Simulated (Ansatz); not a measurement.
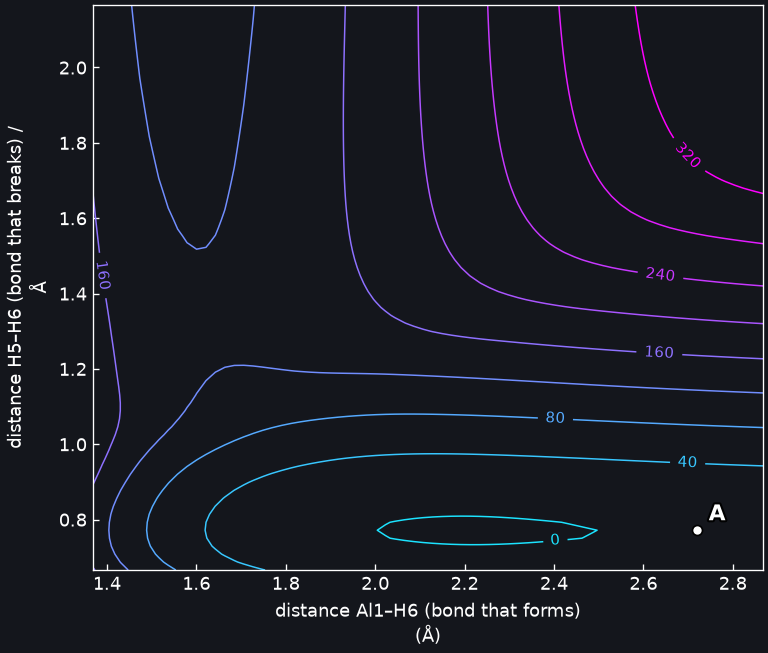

The reacting system AlCl₃H₂ (fragments AlCl₃ + H₂ where the first distance is long, AlCl₃H₂ where the second is long). First axis: distance Al1–H6 (bond that forms). Second axis: distance H5–H6 (bond that breaks). Relaxed at each point: all other coordinates. Grid: 13 × 13 points. Points are written as (first, second). Energies: kJ/mol, counted from the lowest grid point. The reference is spin-restricted, so regions where a bond is pulled apart into radicals lie too high. Level of theory: RKS PBE0-D4/def2-SVP (Ansatz).

The picture shows contour lines labelled in kJ/mol (none above 320), the point A. Between grid points the surface is interpolated.

> Find the lowest path from A to the other arm of the map, and its barrier.

The easiest path runs from the side where the first distance is long, about (2.72 Å, 0.77 Å), to the side where the second distance is long, about (1.58 Å, 2.17 Å). Its highest point, at (1.633 Å, 1.297 Å), lies about 120 kJ/mol above the start and 15 kJ/mol above the end on the interpolated surface. An end on the edge of the scan is no minimum, so the barrier from there is a lower bound. On the way it dips to about 5.1 kJ/mol below the lower end.

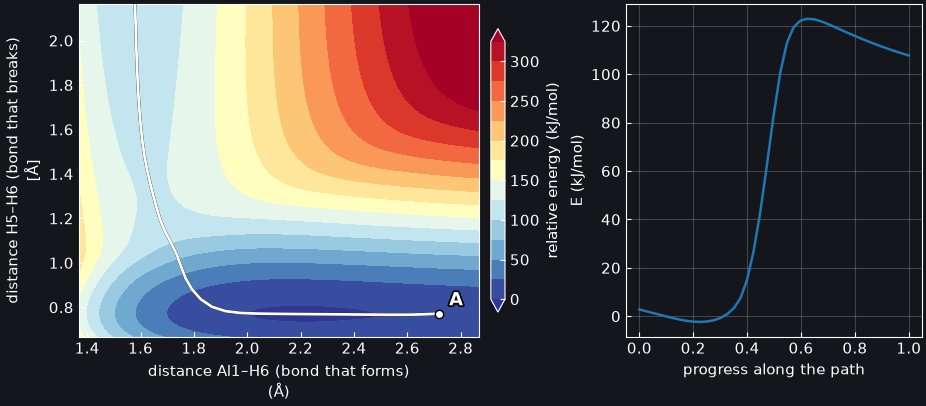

The picture shows filled contours, a line along the lowest path, one colour for all values above the top of the scale, the energy along the path at the right. Between grid points the surface is interpolated.
